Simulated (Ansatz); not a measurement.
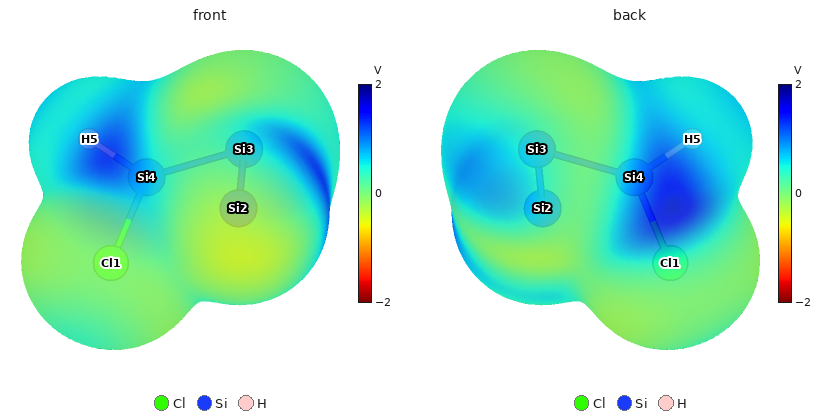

Figure. ClHSi$_{3}$. The electrostatic potential painted on the density surface at 0.002 e/bohr³, seen from the front and from behind; the colour scale runs from red (negative) to blue (positive).

Geometry: PBE0-D3(BJ)/def2-SVP.

The calculation used isolated molecule in a Gaussian basis; Kohn-Sham density functional theory, functional PBE0 (Ansatz 0.2.0).

```xyz
5

Cl   -0.9162   -2.0457   -2.0579
Si   -1.3526    0.4807   -0.3550
Si   -0.0095   -0.2629    1.2727
Si    0.4134   -1.3563   -0.5836
H     1.7404   -1.7839   -1.1159
```

Q: Describe the electrostatic potential map.

A: The most negative region (about −0.4 V, or −9 kcal/mol for a unit charge) lies over Si2, the most positive (about +1.5 V, or +35 kcal/mol for a unit charge) over Si4.

Q: How polar is the molecule by this calculation?

A: Its dipole moment is 0.65 D.
